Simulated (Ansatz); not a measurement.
# Static equation of state of glassy 69GeO2-31ZnO (mol %) (78 atoms)

Density of this cell: 4.23 g/cm³. The cell holds 78 atoms: 20 Ge, 9 Zn and 49 O. Its edges and angles: a = 10.215 Å, b = 10.286 Å, c = 10.589 Å, α = 91.7°, β = 90.9°, γ = 85.4°. The starting structure: 78 atoms (20 Ge, 9 Zn, 49 O) placed at random at 3.98 g/cm³, melted at 4000 K for 10 ps at fixed volume with the Morse and Coulomb pair potential with partial charges (Pedone, Malavasi, Menziani, Cormack and Segre, J. Phys. Chem. B 110, 11780 (2006)). Quenched from 4000 K to 300 K at 20 K/ps and fixed volume, held 10 ps at zero pressure.

Calculated with Ansatz 0.2.0: Kohn-Sham DFT, PBE, PAW (set soft_1), plane waves; cutoff 420 eV, Γ point, fixed occupations. Cell and atoms were relaxed first, to V0 = 14.211 Å³ an atom at a residual P0 = -0.002 GPa. The cell was then scaled evenly, and the atoms were relaxed at each volume.

| volume (Å³/atom) | pressure (GPa) |
| --- | --- |
| 12.790 | 5.666 |
| 13.359 | ? |
| 13.785 | 1.596 |
| 14.638 | -1.477 |
| 15.064 | -2.733 |

**Question.** Fit the third-order Birch–Murnaghan equation to the rows given and interpolate to the withheld row.

**Working.**

Take the Eulerian strain f = ½[(V0/V)^(2/3) − 1] and the normalised pressure F = (P − P0) / [3f(1 + 2f)^(5/2)]. The third-order Birch–Murnaghan equation is then the line F = B0 + (3/2)B0(B′ − 4) f, so u = f and v = F.

```
      u = f  v = F (GPa)
  0.0363832      43.5671
  0.0102568      49.3549
-0.00975663      52.9513
 -0.0190508      52.6610
```

With n = 4: mean u = 0.00445815, mean v = 49.6336, Σ(u − ū)² = 0.0018076, Σ(u − ū)(v − v̄) = -0.31362. Slope b = -0.31362 / 0.0018076 = -173.50; intercept a = v̄ − b ū = 50.407.

So B0 = a = 50.4 GPa and B′ = 4 + 2b/(3a) = 1.71. At the withheld volume f = 0.02106, F = a + b f = 46.75 GPa, and P = P0 + 3f(1 + 2f)^(5/2) F.

Prediction at 13.359: 3.272 GPa. The run gave 3.155 GPa, so the fit is high by 0.12 GPa (3.7 % of the value).

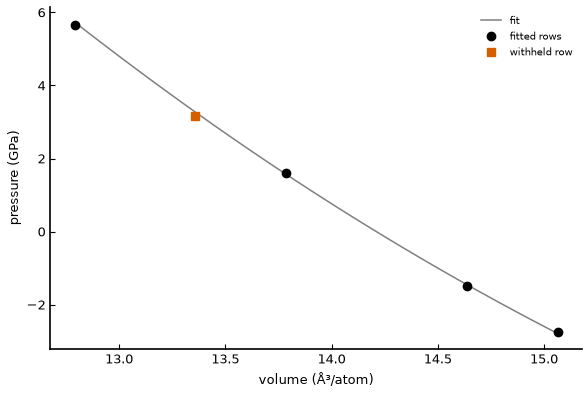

The fit, the rows that it rests on and the withheld row.

The series isn't one smooth equation of state: even a line fitted to all rows, the withheld one included, misses F by up to 2.6 %, the count of bonds changes along the series and an atom moves over 0.5 Å in some relaxation. B0 and B′ are then only the numbers of this fit, not moduli of the material. Among the rows given, the largest miss of the fit is at 12.790, by 0.069 GPa (0.82 % of the range of the table).

Limits: Static cells at zero temperature; the cell shape is held. The program notes that the SCF threshold of these relaxations is loose for the stress. The quench rate of 20 K/ps is many orders above laboratory rates, so the cell is likely richer in defects and strain than a real sample. The network of bonds at the start is that of the classical potential that made the cell, and needn't be the one that DFT or experiment would give. Only the Γ point is sampled, in a cell whose shortest periodic width is 10 Å.

[Logs are printed without paths, hosts, clocks, repeated set-up lines and the standing remarks that a program may print on its own settings, such as how far it seeks lower states.]

[Hosts, paths, dates, database ids (printed as entryN), source tags and the programs' standing remarks are cut or masked in the printed files.]
